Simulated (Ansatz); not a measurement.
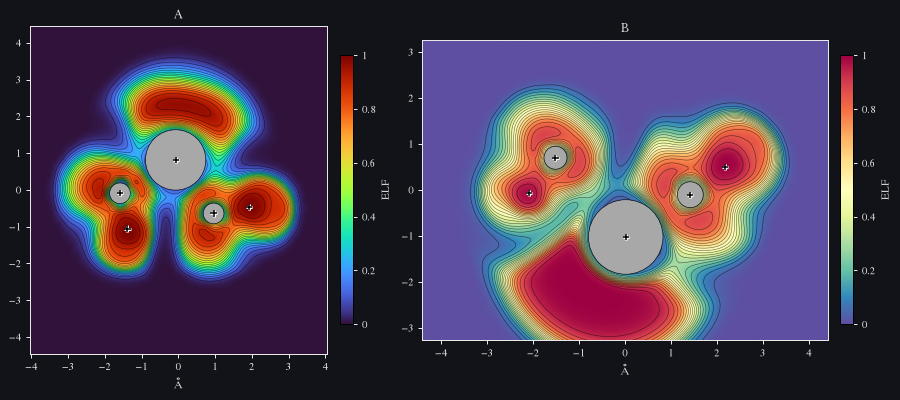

The electron localisation function of 2 systems, each on a plane through atoms (crosses mark nuclei in the plane; grey discs cover the cores).

These are results of RKS LDA/def2-SVP (Ansatz), not measurements.

System 1: AlHO···HF, the molecular plane. 

```xyz
5

Al    0.0906    0.4258   -0.7797
F     1.0962   -0.3371    1.1465
H     1.7897    0.2075    0.7767
O    -1.3949   -0.3333   -0.5964
H    -2.2112   -0.8096   -0.4078
```

System 2: GeH₂O₂···HCl, the plane of atoms O4, Ge1 and O6. 

```xyz
7

Ge    0.0396   -0.0980   -0.6706
Cl    1.7826    0.0585    2.0715
H     1.7889    0.0246    0.7468
O    -0.9283    1.3704   -0.8191
H    -1.8647    1.1593   -0.6078
O    -1.3514   -1.1402   -0.2659
H    -1.1228   -2.0710   -0.0763
```

Which map belongs to which system?

Panel A is system 2, GeH₂O₂···HCl: the plane holds Ge, O and H. Ge1···H5 (2.28 Å): the ELF climbs to about 0.95 towards the hydrogen. Panel B is system 1, AlHO···HF: the plane holds Al, F, H and O. Al1···F2 (2.30 Å): the ELF is about 0.25 at the midpoint.
